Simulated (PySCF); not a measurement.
# Two runs on C$_{3}$HF$_{5}$O$_{2}$

System: C$_{3}$HF$_{5}$O$_{2}$, SMILES O=C(OC(F)(F)F)C(F)F.
Method of run 1: GIAO PBE0/IGLO-II NMR shielding, non-relativistic, gas phase (PySCF 2.14.0).

The geometry comes from this level: GFN2-xTB. Text and figures count atoms from 1; the logs count them from 0 in places.

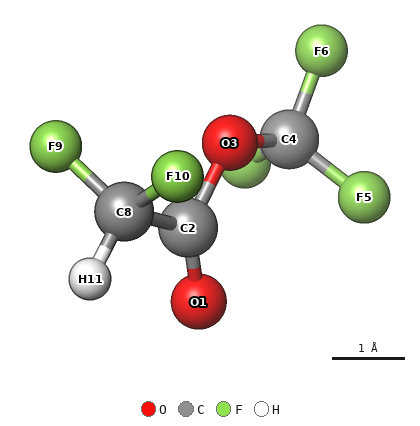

The structure (ball-and-stick view, seen at an oblique angle; atoms are numbered from 1 in the order of the input).

### The input, run 1
```
{"job": {"kind": "nmr", "xc": "PBE0", "basis": "IGLO-II", "pop": true}, "charge": 0, "multiplicity": 1}
O      0.024234    -1.673610     0.145358
C      0.381056    -0.548130     0.068189
O     -0.430677     0.534993    -0.083533
C     -1.776467     0.352880    -0.150541
F     -2.133076    -0.417859    -1.169319
F     -2.340261     1.534820    -0.314735
F     -2.268571    -0.187972     0.956387
C      1.848619    -0.065779     0.124266
F      2.012482     0.770613     1.165626
F      2.145949     0.617241    -0.995952
H      2.542136    -0.914526     0.228290
```

The first line tells a small driver script what to run in PySCF; the rest is the geometry in Å.

Command:
```bash
OMP_NUM_THREADS=1 python <driver script> task.json out
```

Hardware: 1 CPU thread, shared host.

### Output (run 1)
```
coarse grid: 11480 points
cycle   1  E = -763.6607706699  dE =  2.157e+00  |g| = 1.451e+00  |ddm| = 2.890e+00
cycle   2  E = -762.9585435720  dE =  7.022e-01  |g| = 2.537e+00  |ddm| = 1.883e+00
cycle   3  E = -763.9850546161  dE = -1.027e+00  |g| = 4.170e-01  |ddm| = 1.365e+00
cycle   4  E = -764.0133877972  dE = -2.833e-02  |g| = 1.178e-01  |ddm| = 2.566e-01
cycle   5  E = -764.0155328069  dE = -2.145e-03  |g| = 2.275e-02  |ddm| = 5.880e-02
cycle   6  E = -764.0156107350  dE = -7.793e-05  |g| = 8.474e-03  |ddm| = 1.437e-02
cycle   7  E = -764.0156219250  dE = -1.119e-05  |g| = 2.020e-03  |ddm| = 4.301e-03
cycle   8  E = -764.0156225348  dE = -6.099e-07  |g| = 5.035e-04  |ddm| = 1.252e-03
final grid: 119432 points
cycle   9  E = -764.0592006866  dE = -1.010e-04  |g| = 1.163e-02  |ddm| = 1.809e-02
cycle  10  E = -764.0591649844  dE =  3.570e-05  |g| = 1.852e-02  |ddm| = 1.347e-02
cycle  11  E = -764.0592203790  dE = -5.539e-05  |g| = 2.649e-03  |ddm| = 9.283e-03
cycle  12  E = -764.0592215166  dE = -1.138e-06  |g| = 6.275e-04  |ddm| = 1.512e-03
cycle  13  E = -764.0592215754  dE = -5.880e-08  |g| = 2.030e-04  |ddm| = 3.624e-04
cycle  14  E = -764.0592215823  dE = -6.913e-09  |g| = 3.402e-05  |ddm| = 1.107e-04
cycle  15  E = -764.0592215824  dE = -1.337e-10  |g| = 1.085e-05  |ddm| = 1.779e-05
converged SCF energy = -764.0592215824

GIAO shielding tensors (ppm)
atom      isotropic    diamagn.    paramagn.     s11        s22        s33       span
  0 O     -133.306     400.262    -533.568   -419.315   -287.551    306.947    726.262
  1 C       27.753     252.185    -224.433    -84.373     70.330     97.300    181.673
  2 O       96.032     401.744    -305.713    -30.780    150.061    168.814    199.594
  3 C       59.749     237.164    -177.415     54.190     61.211     63.846      9.656
  4 F      247.485     471.726    -224.241    187.059    209.203    346.195    159.136
  5 F      248.235     469.172    -220.937    194.594    195.642    354.469    159.875
  6 F      247.280     471.752    -224.472    187.094    207.879    346.865    159.771
  7 C       73.651     234.459    -160.809     57.783     78.287     84.881     27.098
  8 F      312.773     469.470    -156.697    215.893    340.752    381.674    165.781
  9 F      312.861     469.555    -156.694    216.944    340.571    381.069    164.126
 10 H       26.005      26.626      -0.622     24.060     24.594     29.360      5.300
```

The input of run 2 differs as follows (lines with − go, lines with + come):
```diff
-"xc": "PBE0"
+"xc": "wB97X"
+"solvent": "tetrahydrofuran"
```

What does this change do to the results?

The total energies belong to different models, so their difference says nothing on which is more stable or more accurate. The HOMO goes from −9.60 to −11.95 eV. The LUMO goes from −1.77 to 0.81 eV. The dipole moment goes from 1.41 to 1.72 D. Of all shieldings, the largest change is that of O1, by +21.9 ppm. The functional changes from PBE0 to wB97X. The number of SCF iterations is the same.

### Output (run 2)
```
coarse grid: 11480 points
cycle   1  E = -764.1602637594  dE =  2.357e+00  |g| = 1.574e+00  |ddm| = 2.810e+00
cycle   2  E = -764.0768579654  dE =  8.341e-02  |g| = 1.880e+00  |ddm| = 1.520e+00
cycle   3  E = -764.5974196928  dE = -5.206e-01  |g| = 1.935e-01  |ddm| = 8.198e-01
cycle   4  E = -764.6024567411  dE = -5.037e-03  |g| = 8.698e-02  |ddm| = 1.130e-01
cycle   5  E = -764.6036572114  dE = -1.200e-03  |g| = 1.561e-02  |ddm| = 4.763e-02
cycle   6  E = -764.6037089539  dE = -5.174e-05  |g| = 4.737e-03  |ddm| = 1.329e-02
cycle   7  E = -764.6037149966  dE = -6.043e-06  |g| = 2.018e-03  |ddm| = 5.148e-03
final grid: 119432 points
cycle   8  E = -764.6520368540  dE = -2.880e-04  |g| = 1.088e-02  |ddm| = 2.302e-02
cycle   9  E = -764.6520400595  dE = -3.206e-06  |g| = 9.463e-03  |ddm| = 7.810e-03
cycle  10  E = -764.6520506351  dE = -1.058e-05  |g| = 1.077e-03  |ddm| = 3.828e-03
cycle  11  E = -764.6520508447  dE = -2.096e-07  |g| = 3.236e-04  |ddm| = 7.536e-04
cycle  12  E = -764.6520508713  dE = -2.657e-08  |g| = 1.203e-04  |ddm| = 2.480e-04
cycle  13  E = -764.6520508752  dE = -3.937e-09  |g| = 6.339e-05  |ddm| = 1.434e-04
cycle  14  E = -764.6520508766  dE = -1.352e-09  |g| = 1.568e-05  |ddm| = 6.728e-05
cycle  15  E = -764.6520508767  dE = -9.004e-11  |g| = 4.458e-06  |ddm| = 2.356e-05
converged SCF energy = -764.6520508767

GIAO shielding tensors (ppm)
atom      isotropic    diamagn.    paramagn.     s11        s22        s33       span
  0 O     -111.376     401.821    -513.197   -387.285   -261.060    314.216    701.501
  1 C       28.747     252.479    -223.732    -83.141     73.270     96.112    179.253
  2 O      105.999     402.628    -296.629    -17.548    154.714    180.831    198.379
  3 C       62.684     237.413    -174.730     57.472     64.112     66.467      8.995
  4 F      252.920     472.394    -219.474    192.006    215.343    351.411    159.406
  5 F      253.554     469.864    -216.309    199.164    201.233    360.267    161.102
  6 F      252.701     472.419    -219.718    192.013    214.017    352.072    160.060
  7 C       76.503     234.522    -158.020     61.244     81.769     86.495     25.251
  8 F      323.577     470.464    -146.888    224.977    349.533    396.220    171.244
  9 F      323.601     470.551    -146.950    225.920    349.290    395.593    169.672
 10 H       25.786      26.232      -0.446     23.903     24.142     29.313      5.411
```

### The two runs side by side

```tsv
quantity	run 1	run 2
outcome	converged	converged
total energy (hartree)	−764.059222	−764.652051
HOMO (eV)	−9.60	−11.95
LUMO (eV)	−1.77	0.81
dipole moment (D)	1.41	1.72
shielding of O1 (ppm)	−133.3	−111.4
shielding of O3 (ppm)	96.0	106.0
shielding of F5 (ppm)	247.5	252.9
shielding of F6 (ppm)	248.2	253.6
shielding of F7 (ppm)	247.3	252.7
shielding of F9 (ppm)	312.8	323.6
shielding of F10 (ppm)	312.9	323.6
SCF iterations	15	15
basis functions	226	226
wall time (shared host)	30 s	40 s
```
